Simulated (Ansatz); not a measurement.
Base system: Ga$_{2}$O$_{3}$ (space group C2/m, No. 12; a = 12.2547 Å, b = 3.0389 Å, c = 5.8078 Å, α = 90.00°, β = 103.81°, γ = 90.00°).

Now apply this change: a hydrostatic pressure of 15 GPa.

Level of theory: r2SCAN (Ansatz, a program for electronic structure, PAW, no spin-orbit coupling), earlier PAW set.

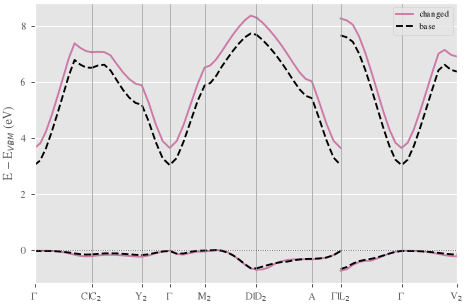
Fig. 1. Highest valence and lowest conduction band along the path, each from its own valence-band maximum

Question: Read the changed gap and its character from the plot.

Answer: About 3.6 eV, indirect, M₂–D (22 % along) → Γ.

Load acts through the strain it causes; cell and atoms are relaxed under it. Whether these cells are dynamically stable was not tested. No other phases were tried under pressure.
